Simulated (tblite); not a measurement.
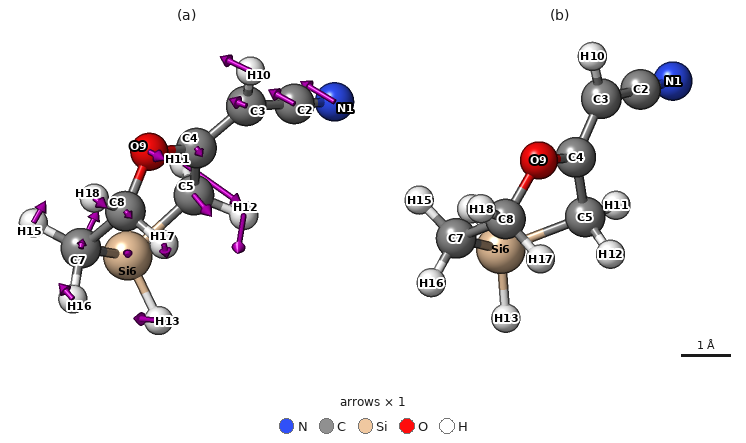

The structure of C₆H₉NOSi before (left) and after (right) a relaxation, at one scale. The purple arrows give the displacements, at their true length.

A ball-and-stick model, seen from a free direction.

Computed with GFN2-xTB geometry optimisation, gas phase (tblite 0.8.0). 

### Summarise the run.

After 126 geometry steps the energy has fallen by 0.782 eV. The atom that moves furthest after the best rigid fit is an H atom (1.54 Å). Largest moves by element: H 1.54 Å, N 0.92 Å, C 0.71 Å, O 0.47 Å, Si 0.20 Å. Among the contacts that change: C–Si 1.837 → 1.913 Å, C–H 1.137 → 1.088 Å, C–Si 1.865 → 1.911 Å, C–N 1.184 → 1.150 Å. Among the angles between lasting bonds that change: C–Si–C 110.5° → 99.6°, C–C–Si 116.3° → 108.1°, C–C–O 124.6° → 117.2°. Groups turn about C–C by about 65°, C–O by about 45°, C–Si by about 45°.
